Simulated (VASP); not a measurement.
Band structure of NaH (relaxed from the NiAs type structure, space group P6_3/mmc). All values below come from PBEsol GGA, VASP's PBE PAW potentials (set 64) (plane waves; VASP).

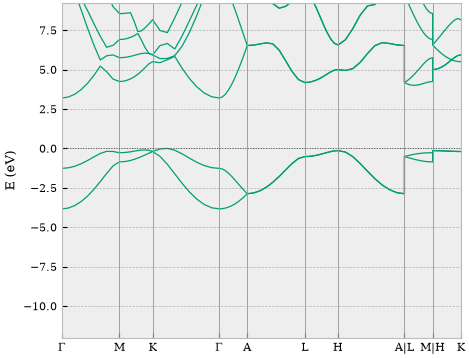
Figure. Bands along high-symmetry lines, zero at the valence-band maximum or, without a gap, the Fermi level

Problem. Read the plot: is there a gap, and where are the band edges?

Solution. The gap is indirect, 3.20 eV, from the valence maximum at K-Γ at 0.22 to the conduction minimum at Γ. (Edges off the drawn lines would not show.)

The structure was generated: NaH was put into the NiAs type type (P6_3/mmc), which need not be its known phase. It was relaxed first, which changed the volume by +46 %.
